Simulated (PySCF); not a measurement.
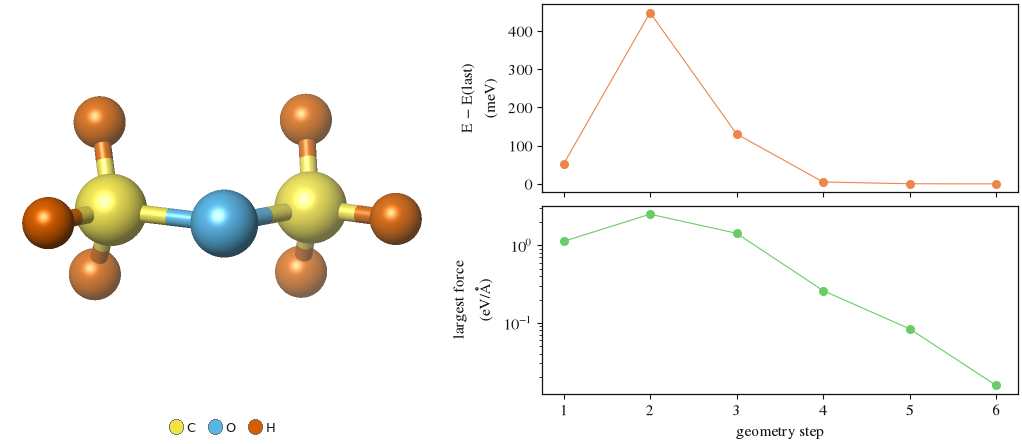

Beside the plot: the molecule at the start.

History of a geometry optimisation.

C₂H₆O (SMILES COC); PBE0-D3(BJ)/def2-SVP, geometry optimisation (PySCF).

How did it end, and what did it gain?

The optimisation met its thresholds at geometry 6, counting the start as the first. The energy fell by about 51 meV from the first step to the last, with a rise at step 2. The largest force goes from about 1.1 eV/Å at the start to 0.016 eV/Å at the end, with a peak of 2.5 eV/Å at step 2.
